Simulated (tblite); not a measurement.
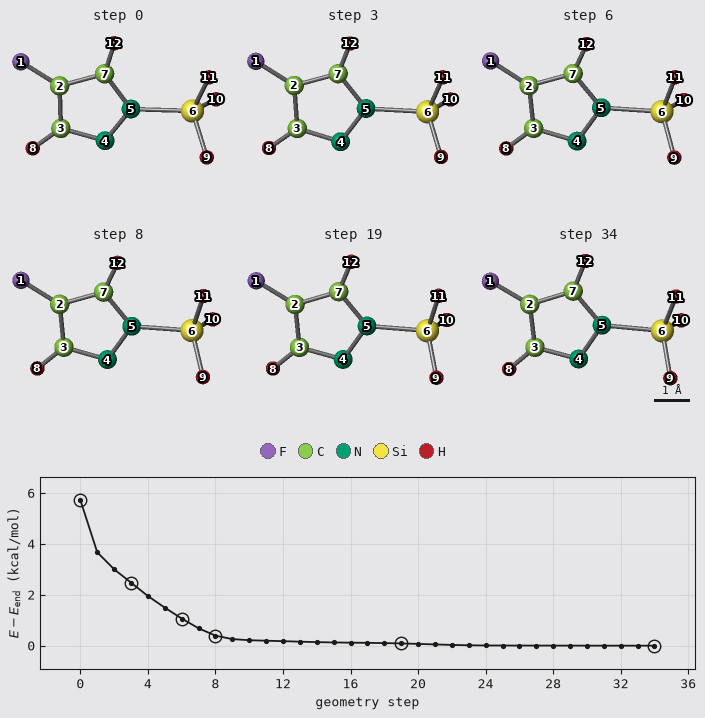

Frames of a relaxation of C3H5FN2Si, marked on the history of the run. The picture is a ball-and-stick view, seen at a tilt.

Level of theory: GFN2-xTB geometry optimisation, gas phase (tblite). 

> What happens along the run?

After 34 geometry steps the energy has fallen by 5.72 kcal/mol. The largest move after the best rigid fit is that of H9, 0.21 Å. By element the largest moves are H 0.21 Å, N 0.12 Å, C 0.12 Å, F 0.04 Å, Si 0.03 Å. Some distances before and after: Si6–H9 1.494 → 1.455 Å, N5–Si6 1.796 → 1.763 Å, C2–C7 1.398 → 1.371 Å, C3–N4 1.333 → 1.313 Å. Bond angles that change, for instance: N4–N5–Si6 126.0° → 117.3°, Si6–N5–C7 123.7° → 131.8°, N5–Si6–H11 111.7° → 104.0°. From step 0 to 3: C atoms move most (0.04 Å), energy −3.25 kcal/mol. From step 3 to 6: H11 moves most (0.08 Å), energy −1.41 kcal/mol. From step 6 to 8: H11 moves most (0.05 Å), energy −0.67 kcal/mol. From step 8 to 19: H9 moves most (0.05 Å), energy −0.31 kcal/mol. From step 19 to 34: H11 moves most (0.07 Å), energy −0.09 kcal/mol.

```csv
step,"E − E(0), kcal/mol"
0,0.00
1,-2.05
2,-2.72
3,-3.25
4,-3.77
5,-4.23
6,-4.66
7,-5.04
8,-5.33
9,-5.47
10,-5.51
11,-5.53
13,-5.57
14,-5.59
15,-5.60
16,-5.61
18,-5.62
19,-5.64
20,-5.65
21,-5.67
23,-5.71
24,-5.72
25,-5.72
26,-5.72
28,-5.72
29,-5.72
30,-5.72
31,-5.72
33,-5.72
34,-5.72
```
